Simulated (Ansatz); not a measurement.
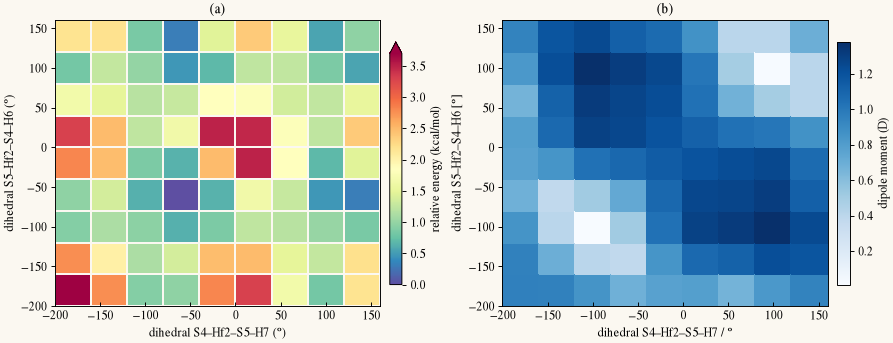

F2H2HfS2, SMILES [F][Hf]([F])([SH])[SH]. Coordinates scanned: (1) dihedral S4–Hf2–S5–H7; (2) dihedral S5–Hf2–S4–H6. Nothing is relaxed (all other coordinates rigid). The grid has 9 × 9 points; 71 points were computed and 10 follow by symmetry. Points are written as (first, second). All energies are given in kcal/mol relative to the lowest grid point. Computed with RKS PBE-D4/def2-TZVP (Ansatz 0.2.0).

Panel (a) is the energy; panel (b) is the computed dipole moment, in D.

Drawn: one coloured cell a grid point, one colour for all values above the top of the scale.

> How does the dipole moment vary over the map, and what is it at the lowest grid point?

Leaving out the highest fifth of the energies, it runs from 0.01 D at (−100°, −100°) to 1.38 D at (−100°, 100°). At the lowest grid point, (−60°, −60°), it is 0.73 D.
